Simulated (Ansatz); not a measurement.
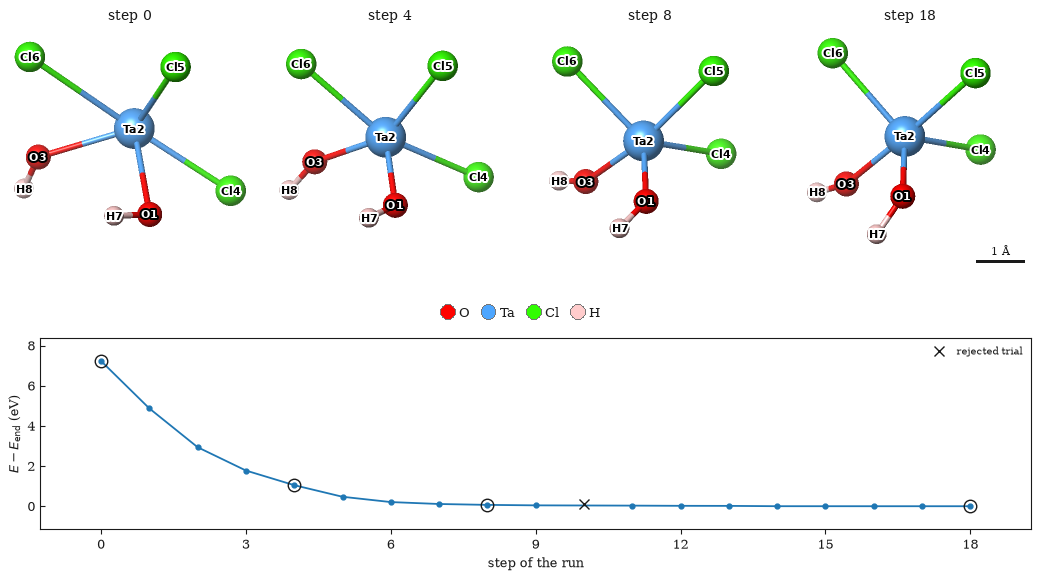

Frames of a relaxation of TaH$_{2}$O$_{2}$Cl$_{3}$ (coarse preliminary run), marked on the history of the run. The picture is a ball-and-stick view, seen at a tilt.

The start comes from a force field.

The calculation used RKS PBE-D4/def2-SVP (Ansatz). Set-up: force threshold 0.03 eV/Å; at most 200 steps.

> Describe the path.

The largest move after the best rigid fit is that of Cl4, 1.27 Å. By element the largest moves are Cl 1.27 Å, O 0.88 Å, Ta 0.77 Å, H 0.55 Å. Among the contacts that change: O1–Ta2 2.438 → 1.897 Å, Ta2–Cl6 2.864 → 2.337 Å, Ta2–Cl5 2.643 → 2.352 Å, Ta2–O3 2.149 → 1.901 Å. Bond angles that change, for instance: O1–Ta2–Cl4 63.6° → 117.9°, O3–Ta2–Cl5 125.0° → 177.1°, Cl4–Ta2–Cl6 165.8° → 123.1°. Over 17 accepted moves (18 points after the start) the energy falls by 7.234 eV. Largest force component: 7.5 eV/Å at the start, 0.01 eV/Å at the end. The line search rejected the trial step at point 10 of the run. From step 0 to 4: Ta2 moves most (0.58 Å), energy −6.185 eV. From step 4 to 8: Cl4 moves most (0.75 Å), energy −0.982 eV. From step 8 to 18: H7 moves most (0.52 Å), energy −0.067 eV.
